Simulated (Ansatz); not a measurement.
# CH3BF2: taking an electron away

Aim: the vertical ionisation energy of CH3BF2, as cation minus neutral at the neutral's geometry, on several levels, and how well −ε(HOMO) stands in for it.

Computed with Ansatz 0.2.0, Gaussian basis. Level: unrestricted cation, the program's frozen cores in correlated methods.

The runs, in order: UKS PBE-D4/def2-TZVPP; UKS r2SCAN-D4/def2-TZVPP; UKS PBE0-D4/def2-TZVPP; UKS B3LYP-D4/def2-TZVPP; UKS wB97X-V/def2-TZVPP; UKS wB97M-V/def2-TZVPP; UKS B2PLYP/def2-TZVPP; UHF-CCSD(T)/def2-TZVPP; UHF-MP2/def2-QZVPP; extrapolation to the limit; then −ε(HOMO) from the neutral's earlier runs with LDA (SPW92), PBE-D4, revPBE-D4, BLYP-D4, r2SCAN-D4, B97M-V, PBE0-D4, B3LYP-D4, r2SCANh-D4, r2SCAN0-D4, HSE06-D4, BHLYP-D4, CAM-B3LYP-D4, LC-ωPBE, ωB97X-V, ωB97M-V.

## 1. The relaxed structure

An earlier PBE0-D4 in a triple-zeta def2 set relaxation fixed the geometry.

SMILES `CB(F)F`, 7 atoms, charge 0, spin multiplicity 1.

Atoms are counted from 1 here; the program's logs count them from 0.

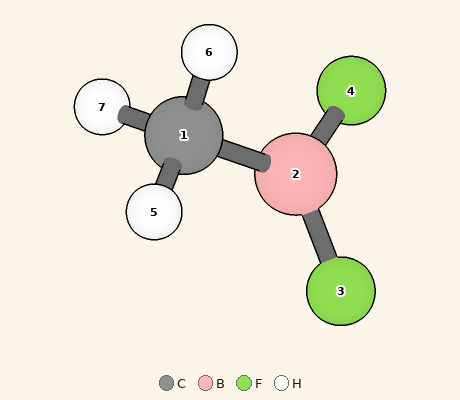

The structure; carbon grey, boron pink, fluorine green, hydrogen white; atoms are numbered from 1 in the order of the file.

## 2. Cation, UKS PBE-D4/def2-TZVPP

The input, in.yaml:

```yaml
crystal:
  periodic: [false, false, false]
  atoms:
    - {symbol: C, position_ang: [-0.093557, 0.681567, -0.046386]}
    - {symbol: B, position_ang: [0.154846, -0.849253, 0.065296]}
    - {symbol: F, position_ang: [0.638882, -1.417959, 1.156600]}
    - {symbol: F, position_ang: [-0.118711, -1.667909, -0.938059]}
    - {symbol: H, position_ang: [0.268361, 1.232809, 0.820666]}
    - {symbol: H, position_ang: [0.377519, 1.081038, -0.948446]}
    - {symbol: H, position_ang: [-1.166139, 0.871806, -0.155471]}
basis:
  gaussian: {orbitals: def2-TZVPP}
total_charge: 1
magnetization: {spin_polarized: true, initial_magnetization: 1}
hamiltonian: {xc: pbe, dispersion: d4}
```

The run is started by

```console
ansatz run in.yaml --threads 4 --pin off --events-out ev --progress --plain --max-ram 10444MiB
```

What it wrote:

```text
Functional definition: PBE
  name "PBE"
  cite "Perdew, Burke & Ernzerhof, Phys. Rev. Lett. 77, 3865 (1996) doi:10.1103/PhysRevLett.77.3865"
  parent pbe
  parameter kappa = 0.804
  parameter beta = 0.06672455060314922
  exchange = pbe_x(kappa = kappa, mu = beta*pi^2/3)
  correlation = pbe_c(beta = beta)
838 factors; their error is unknown
mean field evaluation 1: about -7170.6043 eV, gradient 6.2e1 eV
mean field evaluation 2: about -7146.5203 eV, gradient 1.0e2 eV
mean field evaluation 4: about -7182.4140 eV, gradient 4.2e0 eV
mean field evaluation 8: about -7182.4828 eV, gradient 3.9e-1 eV
mean field evaluation 16: about -7182.4663 eV, gradient 9.5e-4 eV
mean field evaluation 32: about -7181.9644 eV, gradient 1.4e0 eV
mean field -7182.46627222 eV, -263.9507670537 hartree, gradient 7.8e-5 eV, S^2 0.751759; 3 other end points of the search recorded, 0 dependent functions left out
reference -7182.46630410 eV, -263.9507682250 hartree; 16, 15 occupied and 150, 151 virtual orbitals, 838 factors
Total energy: -7182.53236545 eV, -263.9531959348 hartree
```

Wall time 2.9 s (4 threads of Arm Neoverse V1, shared host).

Less the neutral's -7194.9853 eV (earlier run), this gives 12.453 eV. ⟨S²⟩ = 0.752.

## 3. Cation, UKS r2SCAN-D4/def2-TZVPP

in.yaml: that of step 2 with these lines changed.

```diff
@@ -14,2 +14,2 @@
 magnetization: {spin_polarized: true, initial_magnetization: 1}
-hamiltonian: {xc: pbe, dispersion: d4}
+hamiltonian: {xc: r2scan, dispersion: d4}
```

The command is unchanged.

What it wrote:

```text
Functional definition: r2SCAN
  name "r2SCAN"
  cite "Furness, Kaplan, Ning, Perdew & Sun, J. Phys. Chem. Lett. 11, 8208 (2020) doi:10.1021/acs.jpclett.0c02405"
  cite "Furness, Kaplan, Ning, Perdew & Sun, J. Phys. Chem. Lett. 11, 9248 (2020) doi:10.1021/acs.jpclett.0c03077"
  parent r2scan
  parameter k0 = 0.174
  parameter k1 = 0.065
  parameter a1 = 4.9479
  exchange = r2scan_x(k0 = k0, k1 = k1, a1 = a1)
  correlation = r2scan_c
838 factors; their error is unknown
mean field evaluation 1: about -7176.7227 eV, gradient 5.8e1 eV
mean field evaluation 2: about -7158.8822 eV, gradient 9.3e1 eV
mean field evaluation 4: about -7186.7657 eV, gradient 4.4e0 eV
mean field evaluation 8: about -7186.8425 eV, gradient 3.4e-1 eV
mean field evaluation 16: about -7186.8299 eV, gradient 8.5e-4 eV
mean field evaluation 32: about -7185.6091 eV, gradient 4.6e0 eV
mean field -7186.82993531 eV, -264.1111287142 hartree, gradient 4.1e-5 eV, S^2 0.754230; 5 other end points of the search recorded, 0 dependent functions left out
reference -7186.82994511 eV, -264.1111290745 hartree; 16, 15 occupied and 150, 151 virtual orbitals, 838 factors
Total energy: -7186.84561958 eV, -264.1117051005 hartree
```

Wall time 6.5 s (4 threads of Arm Neoverse V1, shared host).

The neutral molecule at this level: -7199.4794 eV. Difference: 12.634 eV. ⟨S²⟩ = 0.754.

## 4. Cation, UKS PBE0-D4/def2-TZVPP

in.yaml: that of step 3 with these lines changed.

```diff
@@ -14,2 +14,2 @@
 magnetization: {spin_polarized: true, initial_magnetization: 1}
-hamiltonian: {xc: r2scan, dispersion: d4}
+hamiltonian: {xc: pbe0, dispersion: d4}
```

Launched as before.

What it wrote:

```text
Functional definition: PBE0
  name "PBE0"
  cite "Adamo & Barone, J. Chem. Phys. 110, 6158 (1999) doi:10.1063/1.478522"
  cite "Perdew, Burke & Ernzerhof, Phys. Rev. Lett. 77, 3865 (1996) doi:10.1103/PhysRevLett.77.3865"
  parent pbe
  parameter a = 0.25
  parameter kappa = 0.804
  parameter beta = 0.06672455060314922
  exchange = (1 - a)*pbe_x(kappa = kappa, mu = beta*pi^2/3) + a*exact_x
  correlation = pbe_c(beta = beta)
838 factors; their error is unknown
mean field evaluation 1: about -7173.7650 eV, gradient 5.4e1 eV
mean field evaluation 2: about -7164.9030 eV, gradient 7.8e1 eV
mean field evaluation 4: about -7182.3636 eV, gradient 2.3e0 eV
mean field evaluation 8: about -7182.3892 eV, gradient 2.2e-1 eV
mean field evaluation 16: about -7182.4105 eV, gradient 3.4e-3 eV
mean field evaluation 32: about -7182.1430 eV, gradient 1.2e0 eV
mean field -7182.41048881 eV, -263.9487170512 hartree, gradient 5.8e-5 eV, S^2 0.754187; 4 other end points of the search recorded, 0 dependent functions left out
reference -7182.41051167 eV, -263.9487178911 hartree; 16, 15 occupied and 150, 151 virtual orbitals, 838 factors
Total energy: -7182.46484113 eV, -263.9507144618 hartree
```

It took 3.2 s on 4 threads of Arm Neoverse V1, shared host.

The neutral molecule at this level: -7195.3678 eV. Difference: 12.903 eV. ⟨S²⟩ = 0.754.

## 5. Cation, UKS B3LYP-D4/def2-TZVPP

in.yaml: that of step 4 with these lines changed.

```diff
@@ -14,2 +14,2 @@
 magnetization: {spin_polarized: true, initial_magnetization: 1}
-hamiltonian: {xc: pbe0, dispersion: d4}
+hamiltonian: {xc: {name: B3LYP}, dispersion: d4}
```

Launched as before.

What it wrote, cut to the lines that bear on the results:

```text
Functional definition: B3LYP
  name "B3LYP"
  cite "Stephens, Devlin, Chabalowski & Frisch, J. Phys. Chem. 98, 11623 (1994) doi:10.1021/j100096a001"
  cite "Becke, Phys. Rev. A 38, 3098 (1988) doi:10.1103/PhysRevA.38.3098"
  cite "Lee, Yang & Parr, Phys. Rev. B 37, 785 (1988) doi:10.1103/PhysRevB.37.785"
  cite "Vosko, Wilk & Nusair, Can. J. Phys. 58, 1200 (1980) doi:10.1139/p80-159"
[...]
838 factors; their error is unknown
[...]
mean field -7190.16986649 eV, -264.2338689213 hartree, gradient 3.3e-5 eV, S^2 0.753356; 4 other end points of the search recorded, 0 dependent functions left out
reference -7190.17006205 eV, -264.2338761081 hartree; 16, 15 occupied and 150, 151 virtual orbitals, 838 factors
Total energy: -7190.27635888 eV, -264.2377824446 hartree
```

Run time: 3.1 s. Hardware: 4 threads of Arm Neoverse V1, shared host.

The neutral molecule at this level: -7203.2139 eV. Difference: 12.938 eV. ⟨S²⟩ = 0.753.

## 6. Cation, UKS wB97X-V/def2-TZVPP

in.yaml: that of step 5 with these lines changed.

```diff
@@ -14,2 +14,2 @@
 magnetization: {spin_polarized: true, initial_magnetization: 1}
-hamiltonian: {xc: {name: B3LYP}, dispersion: d4}
+hamiltonian: {xc: {name: wB97X-V}}
```

Same command.

What it wrote, cut to the lines that bear on the results:

```text
Functional definition: wB97X-V
  name "wB97X-V"
  cite "Mardirossian & Head-Gordon, Phys. Chem. Chem. Phys. 16, 9904 (2014) doi:10.1039/C3CP54374A"
  cite "Becke, J. Chem. Phys. 107, 8554 (1997) doi:10.1063/1.475007"
  cite "Vydrov & Van Voorhis, J. Chem. Phys. 133, 244103 (2010) doi:10.1063/1.3521275"
[...]
      + integral(e_c_pw_opposite_spin*poly(b97_u_opposite, cos0, cos1)) + vv10(b, c)
838 factors; their error is unknown
202 factors; integrals over basis functions are off by at most 9.6e-6 eV
[...]
mean field -7187.42755073 eV, -264.1330906760 hartree, gradient 6.8e-5 eV, S^2 0.754087; 4 other end points of the search recorded, 0 dependent functions left out
reference -7187.42754925 eV, -264.1330906216 hartree; 16, 15 occupied and 150, 151 virtual orbitals, 838 factors
Total energy: -7187.42754925 eV, -264.1330906216 hartree
```

Wall time 8 s (4 threads of Arm Neoverse V1, shared host).

Less the neutral's -7200.4853 eV (earlier run), this gives 13.058 eV. ⟨S²⟩ = 0.754.

## 7. Cation, UKS wB97M-V/def2-TZVPP

in.yaml: that of step 6 with these lines changed.

```diff
@@ -14,2 +14,2 @@
 magnetization: {spin_polarized: true, initial_magnetization: 1}
-hamiltonian: {xc: {name: wB97X-V}}
+hamiltonian: {xc: {name: wB97M-V}}
```

Launched as before.

What it wrote, cut to the lines that bear on the results:

```text
Functional definition: wB97M-V
  name "wB97M-V"
  cite "Mardirossian & Head-Gordon, J. Chem. Phys. 144, 214110 (2016) doi:10.1063/1.4952647"
  cite "Becke, J. Chem. Phys. 107, 8554 (1997) doi:10.1063/1.475007"
  cite "Vydrov & Van Voorhis, J. Chem. Phys. 133, 244103 (2010) doi:10.1063/1.3521275"
  # Of w^i u^j: cxij and so on, Table III.
[...]
  gx(w, u) = 1 - cx + cx01*u + cx10*w
  gss(w, u) = css00 + css04*u^4 + css10*w + css20*w^2 + css43*w^4*u^3
  gos(w, u) = cos00 + cos10*w + (cos20 + cos21*u)*w^2 + (cos60 + cos61*u)*w^6
[...]
      + integral(e_c_pw_mod_opposite_spin*gos(b97_w_opposite, b97_u_opposite)) + vv10(b, c)
838 factors; their error is unknown
202 factors; integrals over basis functions are off by at most 9.6e-6 eV
[...]
mean field -7187.52006915 eV, -264.1364906652 hartree, gradient 5.9e-5 eV, S^2 0.753411; 4 other end points of the search recorded, 0 dependent functions left out
reference -7187.52010687 eV, -264.1364920515 hartree; 16, 15 occupied and 150, 151 virtual orbitals, 838 factors
Total energy: -7187.52010687 eV, -264.1364920515 hartree
```

Run time: 11 s. Hardware: 4 threads of Arm Neoverse V1, shared host; peak memory 0.51 GiB.

Less the neutral's -7200.5902 eV (earlier run), this gives 13.070 eV. ⟨S²⟩ = 0.753.

## 8. Cation, UKS B2PLYP (frozen core)/def2-TZVPP

in.yaml: that of step 7 with these lines changed.

```diff
@@ -14,2 +14,2 @@
 magnetization: {spin_polarized: true, initial_magnetization: 1}
-hamiltonian: {xc: {name: wB97M-V}}
+hamiltonian: {xc: {name: B2PLYP}}
```

Launched as before.

What it wrote, cut to the lines that bear on the results:

```text
Functional definition: B2PLYP
  name "B2PLYP"
  cite "Grimme, J. Chem. Phys. 124, 034108 (2006) doi:10.1063/1.2148954"
  cite "Becke, Phys. Rev. A 38, 3098 (1988) doi:10.1103/PhysRevA.38.3098"
  cite "Lee, Yang & Parr, Phys. Rev. B 37, 785 (1988) doi:10.1103/PhysRevB.37.785"
[...]
1027 factors; integrals over basis functions are off by at most 8.6e-4 eV
[...]
mean field -7178.66925496 eV, -263.8112292430 hartree, gradient 6.8e-6 eV, S^2 0.756602; 4 other end points of the search recorded, 0 dependent functions left out
4 core orbitals not correlated: weight in the atoms' cores, before any rotation towards them, 1.000 or more for the frozen orbitals, at most 0.000 for the correlated occupied ones
reference -7178.66937708 eV, -263.8112337307 hartree; 12, 11 occupied and 150, 151 virtual orbitals, 1027 factors
second order -24.55546196 eV of doubles, -0.00000000 eV of singles
Total energy: -7185.29935180 eV, -264.0548808080 hartree
```

Wall time 4.9 s (4 threads of Arm Neoverse V1, shared host).

The neutral molecule at this level: -7198.3232 eV. Difference: 13.024 eV. ⟨S²⟩ = 0.757.

## 9. Cation, UHF-CCSD(T)/def2-TZVPP

in.yaml: that of step 8 with these lines changed.

```diff
@@ -14,2 +14,3 @@
 magnetization: {spin_polarized: true, initial_magnetization: 1}
-hamiltonian: {xc: {name: B2PLYP}}
+correlation: {method: ccsd_t}
+scf: {omitted_lower_state_checks: [cluster_reference]}
```

Same command.

What it wrote, cut to the lines that bear on the results:

```text
Functional definition: HF
  name "HF"
  cite "Fock, Z. Phys. 61, 126 (1930) doi:10.1007/BF01340294"
  parent pbe
[...]
1027 factors; integrals over basis functions are off by at most 8.6e-4 eV
[...]
mean field -7155.83943515 eV, -262.9722488397 hartree, gradient 1.9e-6 eV, S^2 0.758997; 5 other end points of the search recorded, 0 dependent functions left out
4 core orbitals not correlated: weight in the atoms' cores, before any rotation towards them, 1.000 or more for the frozen orbitals, at most 0.000 for the correlated occupied ones
reference -7155.83943515 eV, -262.9722488397 hartree; 12, 11 occupied and 150, 151 virtual orbitals, 1027 factors
second order -20.18598717 eV of doubles, -0.00000000 eV of singles
cycle   1  -20.10177667 eV  change    8.4e-2 eV  update   1.2e-1
[...]
cycle  15  -20.75180246 eV  change    1.3e-5 eV  update   1.3e-5
perturbative correction -0.71488288 eV, -0.0262714613 hartree
Total energy: -7177.30612050 eV, -263.7611349755 hartree
Checks for a lower state left out: cluster_reference
```

It took 98 s on 4 threads of Arm Neoverse V1, shared host; peak memory 3.7 GiB.

The neutral molecule at this level: -7190.5226 eV. Difference: 13.216 eV. ⟨S²⟩ = 0.759. T1 = 0.027 (report).

## 10. Cation, UHF-MP2/def2-QZVPP

in.yaml: that of step 9 with these lines changed.

```diff
@@ -11,6 +11,6 @@
 basis:
-  gaussian: {orbitals: def2-TZVPP}
+  gaussian: {orbitals: "def2-QZVPP.json"}
 total_charge: 1
 magnetization: {spin_polarized: true, initial_magnetization: 1}
-correlation: {method: ccsd_t}
+correlation: {method: mp2}
 scf: {omitted_lower_state_checks: [cluster_reference]}
```

The command is unchanged.

What it wrote, cut to the lines that bear on the results:

```text
Functional definition: HF
  name "HF"
  cite "Fock, Z. Phys. 61, 126 (1930) doi:10.1007/BF01340294"
  parent pbe
[...]
1932 factors; integrals over basis functions are off by at most 8.1e-4 eV
[...]
mean field -7156.17690265 eV, -262.9846505416 hartree, gradient 1.6e-6 eV, S^2 0.759081; 5 other end points of the search recorded, 0 dependent functions left out
4 core orbitals not correlated: weight in the atoms' cores, before any rotation towards them, 1.000 or more for the frozen orbitals, at most 0.000 for the correlated occupied ones
reference -7156.17690265 eV, -262.9846505416 hartree; 12, 11 occupied and 302, 303 virtual orbitals, 1932 factors
second order -21.89612814 eV of doubles, -0.00000000 eV of singles
Total energy: -7178.07303079 eV, -263.7893184090 hartree
Checks for a lower state left out: cluster_reference
```

Run time: 21 s. Hardware: 4 threads of Arm Neoverse V1, shared host; peak memory 1.1 GiB.

Less the neutral's -7191.4779 eV (earlier run), this gives 13.405 eV. ⟨S²⟩ = 0.759.

## 11. From triple and quadruple zeta to the limit

No new run: Hartree-Fock is extrapolated as exp(−7.88√X) and correlation as X^−2.97, with X = 3 and 4; only MP2 was run in the larger set, so CCSD(T) minus MP2 is added from the smaller one.

| level | energy at the limit (eV) |
| --- | --- |
| HF | -7156.2234 |
| MP2 | -7179.3863 |
| CCSD | -7179.9521 |
| CCSD(T) | -7180.6670 |

The neutral's limit, from its own earlier runs, is -7194.0269 eV in the additive form (MP2 limit plus CCSD(T) minus MP2 in triple zeta), in which the cation has -7180.6670 eV.

## 12. The ladder

Differences are taken before rounding.

| method | ionisation energy (eV) | from CCSD(T)/CBS (eV) | time |
| --- | --- | --- | --- |
| PBE-D4 | 12.45 | -0.91 | 4 s |
| r2SCAN-D4 | 12.63 | -0.73 | 8.5 s |
| PBE0-D4 | 12.90 | -0.46 | 4.3 s |
| B3LYP-D4 | 12.94 | -0.42 | 4.8 s |
| ωB97X-V | 13.06 | -0.30 | 11 s |
| ωB97M-V | 13.07 | -0.29 | 15 s |
| B2PLYP | 13.02 | -0.34 | 7 s |
| HF/def2-TZVPP | 12.61 | -0.74 |  |
| MP2/def2-TZVPP | 13.33 | -0.03 |  |
| CCSD/def2-TZVPP | 13.27 | -0.09 |  |
| CCSD(T)/def2-TZVPP | 13.22 | -0.14 | 2 min |
| CCSD(T)/CBS | 13.36 | 0 | 2.5 min |

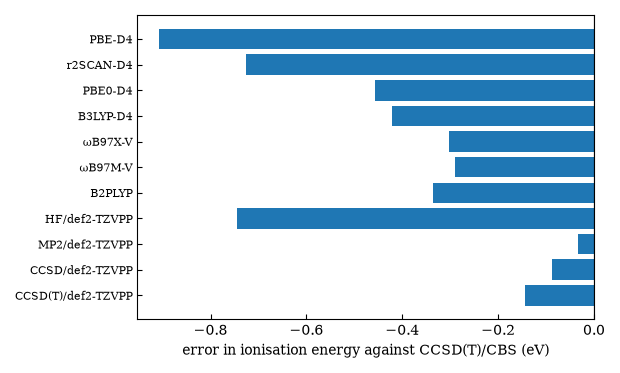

Error of each method against CCSD(T)/CBS.

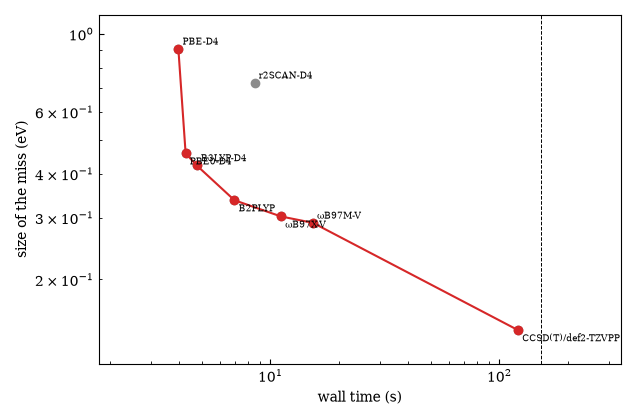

Miss against cost. Red marks the levels that no quicker level drawn beats (of those quicker than the yardstick), and the dashed line is the time of CCSD(T)/CBS. Times are from a shared host.

Times add the cation's run and the neutral's; HF, MP2 and CCSD come out of the CCSD(T) runs.

For comparison, −ε(HOMO) of the neutral from earlier runs:

| functional | −ε(HOMO) (eV) | by energy difference (eV) |
| --- | --- | --- |
| LDA (SPW92) | 8.76 |  |
| PBE-D4 | 8.60 | 12.45 |
| revPBE-D4 | 8.53 |  |
| BLYP-D4 | 8.53 |  |
| r2SCAN-D4 | 8.98 | 12.63 |
| B97M-V | 9.11 |  |
| PBE0-D4 | 10.26 | 12.90 |
| B3LYP-D4 | 10.03 | 12.94 |
| r2SCANh-D4 | 9.60 |  |
| r2SCAN0-D4 | 10.52 |  |
| HSE06-D4 | 9.85 |  |
| BHLYP-D4 | 11.86 |  |
| CAM-B3LYP-D4 | 11.79 |  |
| LC-ωPBE | 13.14 |  |
| ωB97X-V | 12.77 | 13.06 |
| ωB97M-V | 12.64 | 13.07 |

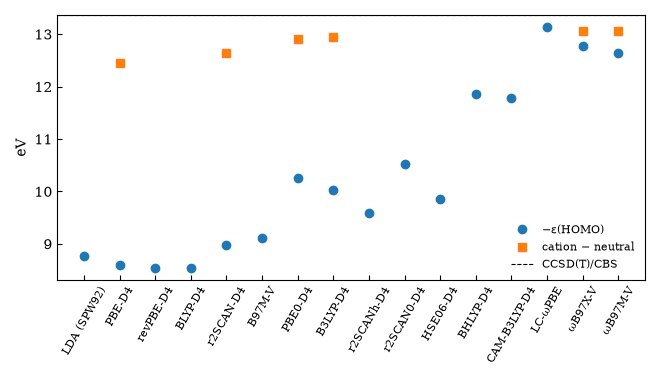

Orbital estimates and energy differences by functional.

## 13. Summary of results

| quantity | value |
| --- | --- |
| ionisation energy, CCSD(T)/CBS | 13.36 eV |
| nearest functional by difference | ωB97M-V (-0.29 eV) |
| nearest −ε(HOMO) | LC-ωPBE (-0.22 eV) |
| −ε(HOMO) of PBE | 8.60 eV |
| T1 of the cation | 0.027 |

What this shows: By cation minus neutral, the functionals miss by 0.91 eV at most. The PBE orbital energy is 4.8 eV too small: a semilocal HOMO is no ionisation energy. Among orbital estimates LC-ωPBE comes nearest. Hartree-Fock falls 0.74 eV short, as the neutral has more correlation energy than the cation.

For cost: CCSD(T)/def2-TZVPP gets within 0.14 eV in 2 min, where CCSD(T)/CBS took 2.5 min; the quickest level in the cost chart, PBE-D4, takes 4 s and misses by 0.91 eV.
